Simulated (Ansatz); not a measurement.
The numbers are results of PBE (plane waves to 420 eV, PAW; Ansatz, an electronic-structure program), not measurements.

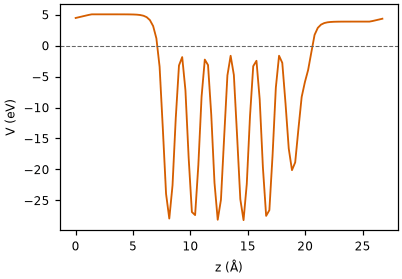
Figure. Electrostatic potential energy of an electron, averaged over planes parallel to the surface, in eV from the Fermi level, for a constructed model of the (0001) surface of hcp Ru, (√3x√3)R30° surface alloy, Pb on one Ru site of the top plane (bottom of the slab: a bare face, its two planes held)

Set-up: 18 atoms, 10.7 Å thick at the start with caps and adatoms (thin: gaps and levels are the slab's own); mesh 9x9x1; 0.1 eV smearing; dipole correction on; 6 atoms held, the rest relaxed; symmetry of the start imposed; no spin, no spin-orbit, no U. It is one candidate, not shown to be the stable structure of the face.

Q: The surface cell has an area of 19.24 Å². What dipole along the normal does the step between the two vacuum levels imply?

A: the top vacuum level lies 1.17 eV below the bottom one; p = −ε₀ A ΔV (ε₀ = 0.005526 e/(V·Å)) gives 0.12 e·Å a cell.
